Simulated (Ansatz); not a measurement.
# One shape, several levels: doublet C3H10OSi+

Aim: a comparison of 6 runs (U-r2SCAN/6-31G*, UB3LYP/6-31G*, UPBE/6-31G*, USVWN5/6-31G*, RPA@PBE0/6-31G*, UMP2/6-31G*) of doublet C3H10OSi+. 

The results are computed with Ansatz 0.2.0.

78 further runs of the same task are left out: 1 that didn't finish, 77 set aside as unsound or not needed.

### Step 1. The system as given

C3H10OSi+ has 15 atoms, charge +1, and is taken as a doublet. SMILES of the parent species: `C[Si](C)(C)O`. Geometry: relaxed at PBE0-D4/def2-TZVP. This is one conformer, not always the lowest. That shape belongs to the parent species and isn't relaxed for this state.

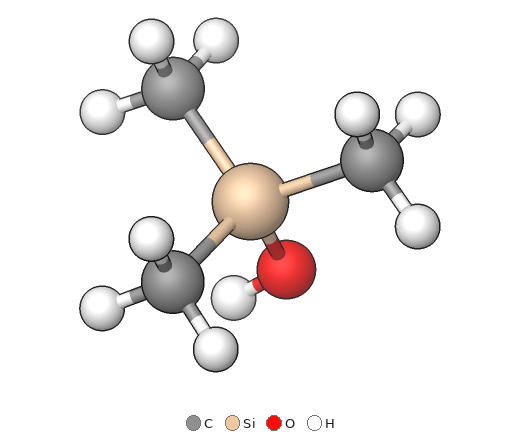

The structure, seen from a chosen angle (carbon grey, silicon light orange, oxygen red, hydrogen white).

### Step 2. The energy at U-r2SCAN/6-31G(d) (spherical functions) (run 1)

run.yaml

```yaml
crystal:
  periodic: [false, false, false]
  atoms:
    - {symbol: C, position_ang: [-1.759880, 0.191150, 0.071540]}
    - {symbol: Si, position_ang: [0.089930, 0.200980, -0.204700]}
    - {symbol: C, position_ang: [0.959910, 0.370300, 1.442320]}
    - {symbol: C, position_ang: [0.639300, -1.339490, -1.093220]}
    - {symbol: O, position_ang: [0.516200, 1.448090, -1.213440]}
    - {symbol: H, position_ang: [-2.095970, 1.106050, 0.568270]}
    - {symbol: H, position_ang: [-2.057470, -0.651720, 0.702020]}
    - {symbol: H, position_ang: [-2.296730, 0.107790, -0.876880]}
    - {symbol: H, position_ang: [0.664600, 1.288070, 1.959260]}
    - {symbol: H, position_ang: [2.044780, 0.393380, 1.311290]}
    - {symbol: H, position_ang: [0.718200, -0.468650, 2.101280]}
    - {symbol: H, position_ang: [0.405110, -2.234400, -0.510590]}
    - {symbol: H, position_ang: [1.717690, -1.322690, -1.268870]}
    - {symbol: H, position_ang: [0.142180, -1.426990, -2.062380]}
    - {symbol: H, position_ang: [0.312140, 2.338130, -0.925910]}
basis:
  gaussian:
    orbitals: 6-31G_st_-spherical.json
total_charge: 1
magnetization:
  spin_polarized: true
  initial_magnetization: 1
hamiltonian:
  xc: r2scan
accuracy: high
output:
  orbitals: {seedname: orbitals}
```

The basis set 6-31G* is read from a file made from the Basis Set Exchange's data (not shown).

The run is started by

```bash
$ ansatz run run.yaml --threads 1 --pin off --max-ram 3480MiB --events-out events.jsonl --progress --plain --runs-dir runs
```

Standard output:

```text
Warning: RAYON_NUM_THREADS=1 ignored (pool sized by the plan → 1); use --threads N
Functional definition: r2SCAN
  name "r2SCAN"
  parameter k0 = 0.174
  parameter k1 = 0.065
  parameter a1 = 4.9479
  exchange = r2scan_x(k0 = k0, k1 = k1, a1 = a1)
  correlation = r2scan_c
2344 factors; integrals over basis functions are off by at most 3.8e-9 eV
mean field evaluation 1: about -13167.7721 eV, gradient 6.7e1 eV
mean field evaluation 2: about -13140.2677 eV, gradient 1.0e2 eV
mean field evaluation 4: about -13186.6755 eV, gradient 5.4e0 eV
mean field evaluation 8: about -13186.7788 eV, gradient 1.9e0 eV
mean field evaluation 16: about -13186.7950 eV, gradient 9.5e-3 eV
mean field evaluation 32: about -13186.7950 eV, gradient 7.5e-7 eV
mean field evaluation 64: about -13186.4651 eV, gradient 1.9e0 eV
mean field -13186.79499467 eV, -484.6057777236 hartree, gradient 1.7e-8 eV, S^2 0.756131; 5 other end points of the search recorded, 0 dependent functions left out
reference -13186.79499623 eV, -484.6057777807 hartree; 25, 24 occupied and 69, 70 virtual orbitals, 2344 factors
Total energy: -13186.79499623 eV, -484.6057777807 hartree
```

It took 92 s on 1 thread of Arm Neoverse V2, shared host; peak memory 0.58 GiB.

### Step 3. A single-point energy at UB3LYP/6-31G(d) (spherical functions) (run 2)

input.yaml

```yaml
crystal:
  periodic: [false, false, false]
  atoms:
    - {symbol: C, position_ang: [-1.759880, 0.191150, 0.071540]}
    - {symbol: Si, position_ang: [0.089930, 0.200980, -0.204700]}
    - {symbol: C, position_ang: [0.959910, 0.370300, 1.442320]}
    - {symbol: C, position_ang: [0.639300, -1.339490, -1.093220]}
    - {symbol: O, position_ang: [0.516200, 1.448090, -1.213440]}
    - {symbol: H, position_ang: [-2.095970, 1.106050, 0.568270]}
    - {symbol: H, position_ang: [-2.057470, -0.651720, 0.702020]}
    - {symbol: H, position_ang: [-2.296730, 0.107790, -0.876880]}
    - {symbol: H, position_ang: [0.664600, 1.288070, 1.959260]}
    - {symbol: H, position_ang: [2.044780, 0.393380, 1.311290]}
    - {symbol: H, position_ang: [0.718200, -0.468650, 2.101280]}
    - {symbol: H, position_ang: [0.405110, -2.234400, -0.510590]}
    - {symbol: H, position_ang: [1.717690, -1.322690, -1.268870]}
    - {symbol: H, position_ang: [0.142180, -1.426990, -2.062380]}
    - {symbol: H, position_ang: [0.312140, 2.338130, -0.925910]}
basis:
  gaussian:
    orbitals: 6-31G_st_-spherical.json
total_charge: 1
magnetization:
  spin_polarized: true
  initial_magnetization: 1
hamiltonian:
  xc: {name: B3LYP}
accuracy: high
output: {orbitals: {seedname: orbitals}}
```

The basis set 6-31G* is read from a file made from the Basis Set Exchange's data (not shown).

The run is started by

```bash
$ ansatz run input.yaml --threads 1 --pin off --max-ram 3480MiB --events-out events.jsonl --progress --plain --runs-dir runs
```

Standard output:

```text
Warning: RAYON_NUM_THREADS=1 ignored (pool sized by the plan → 1); use --threads N
Functional definition: B3LYP
  name "B3LYP"
  parameter a0 = 0.2
  parameter ax = 0.72
  parameter ac = 0.81
  exchange = (1 - a0 - ax)*slater_x + ax*b88_x + a0*exact_x
  correlation = (1 - ac)*vwn_rpa_c + ac*lyp_c
2344 factors; integrals over basis functions are off by at most 3.8e-9 eV
mean field evaluation 1: about -13172.7224 eV, gradient 6.6e1 eV
mean field evaluation 2: about -13150.6425 eV, gradient 9.5e1 eV
mean field evaluation 4: about -13190.9045 eV, gradient 3.4e0 eV
mean field evaluation 8: about -13191.2291 eV, gradient 1.2e0 eV
mean field evaluation 16: about -13191.2362 eV, gradient 2.4e-3 eV
mean field evaluation 32: about -13191.2362 eV, gradient 9.2e-7 eV
mean field -13191.23618353 eV, -484.7689884039 hartree, gradient 9.5e-8 eV, S^2 0.756201; 3 other end points of the search recorded, 0 dependent functions left out
reference -13191.23622267 eV, -484.7689898421 hartree; 25, 24 occupied and 69, 70 virtual orbitals, 2344 factors
Total energy: -13191.23622267 eV, -484.7689898421 hartree
```

Wall time 48 s (1 thread of Arm Neoverse V2, shared host); peak memory 0.54 GiB.

Runs 3 to 5 aren't shown in full; the table further down has their settings and results.

### Step 4. A single-point energy at UMP2/6-31G(d) (spherical functions) (run 6)

job.yaml

```yaml
basis:
  gaussian:
    orbitals: 6-31G_st_-spherical.json
crystal:
  periodic: [false, false, false]
  atoms:
    - {symbol: C, position_ang: [-1.759880, 0.191150, 0.071540]}
    - {symbol: Si, position_ang: [0.089930, 0.200980, -0.204700]}
    - {symbol: C, position_ang: [0.959910, 0.370300, 1.442320]}
    - {symbol: C, position_ang: [0.639300, -1.339490, -1.093220]}
    - {symbol: O, position_ang: [0.516200, 1.448090, -1.213440]}
    - {symbol: H, position_ang: [-2.095970, 1.106050, 0.568270]}
    - {symbol: H, position_ang: [-2.057470, -0.651720, 0.702020]}
    - {symbol: H, position_ang: [-2.296730, 0.107790, -0.876880]}
    - {symbol: H, position_ang: [0.664600, 1.288070, 1.959260]}
    - {symbol: H, position_ang: [2.044780, 0.393380, 1.311290]}
    - {symbol: H, position_ang: [0.718200, -0.468650, 2.101280]}
    - {symbol: H, position_ang: [0.405110, -2.234400, -0.510590]}
    - {symbol: H, position_ang: [1.717690, -1.322690, -1.268870]}
    - {symbol: H, position_ang: [0.142180, -1.426990, -2.062380]}
    - {symbol: H, position_ang: [0.312140, 2.338130, -0.925910]}
total_charge: 1
magnetization:
  spin_polarized: true
  initial_magnetization: 1
correlation:
  method: mp2
  frozen_orbitals: {C: 1, H: 0, O: 1, Si: 5}
accuracy: high
```

The basis set 6-31G* is read from a file made from the Basis Set Exchange's data (not shown).

The run is started by

```bash
$ ansatz run job.yaml --threads 1 --pin off --max-ram 3480MiB --events-out events.jsonl --progress --plain --runs-dir runs
```

Standard output, shortened:

```text
Warning: RAYON_NUM_THREADS=1 ignored (pool sized by the plan → 1); use --threads N
Functional definition: HF
  name "HF"
[...]
2344 factors; integrals over basis functions are off by at most 3.8e-9 eV
[...]
mean field -13140.71185736 eV, -482.9122536638 hartree, gradient 2.8e-8 eV, S^2 0.768314; 10 other end points of the search recorded, 0 dependent functions left out
9 core orbitals not correlated: weight in the atoms' cores, before any rotation towards them, 1.000 or more for the frozen orbitals, at most 0.000 for the correlated occupied ones
reference -13140.71185736 eV, -482.9122536638 hartree; 16, 15 occupied and 69, 70 virtual orbitals, 2344 factors
second order -16.70264579 eV of doubles, -0.00000000 eV of singles
Total energy: -13157.41450316 eV, -483.5260645752 hartree
```

It took 25 s on 1 thread of Arm Neoverse V2, shared host; peak memory 0.45 GiB.

### Step 5. Overview of the runs

| run | level | frozen core orbitals | energy (Eh) | HOMO energy (eV) | ⟨S²⟩ | wall time |
| --- | --- | --- | --- | --- | --- | --- |
| 1 | U-r2SCAN/6-31G* (spherical functions) | – | -484.605778 | -12.60 | 0.756 | 92 s |
| 2 | UB3LYP/6-31G* (spherical functions) | – | -484.768990 | -13.35 | 0.756 | 48 s |
| 3 | UPBE/6-31G* (spherical functions) | – | -484.343217 | -12.32 | 0.752 | 42 s |
| 4 | USVWN5/6-31G* (spherical functions) | – | -481.889024 | -12.38 | 0.752 | 24 s |
| 5 | RPA@PBE0/6-31G* (spherical functions) | 9 | -483.866159 | – | 0.758 | 67 s |
| 6 | UMP2/6-31G* (spherical functions) | 9 | -483.526065 | – | 0.768 | 25 s |

### Step 6. Results

| quantity | value |
| --- | --- |
| run 6: total energy | -483.52606 Eh |
| run 6: correlation energy (9 core orbitals frozen) | -613.8 mEh |
| run 6: ⟨S²⟩ of the reference determinant | 0.768 |

Totals of different functionals can't be ranked against each other. All runs together took 5 min, the longest 92 s.
